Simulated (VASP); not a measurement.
Band structure of HfN (relaxed from the wurtzite structure, space group P6_3mc). Calculation: PBE GGA, VASP's PBE PAW potentials (set 64) (plane waves; VASP).

Unless said otherwise, spin-orbit coupling is left out, though it shifts the bands of the heavy elements here.

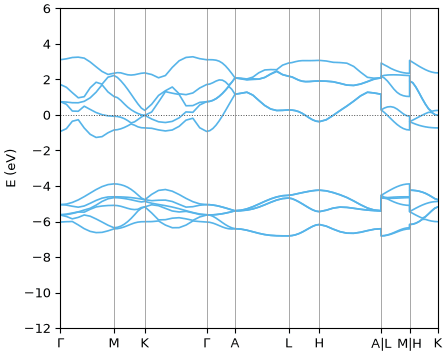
*Bands along high-symmetry lines, zero at the valence-band maximum or, without a gap, the Fermi level*

Read the plot: is there a gap, and where are the band edges?

It has no gap at this level: it comes out as a metal or semimetal. (Edges off the drawn lines would not show.)

The structure was generated: HfN was put into the wurtzite type (P6_3mc), which need not be its known phase. It was relaxed first, which changed the volume by -35 %.
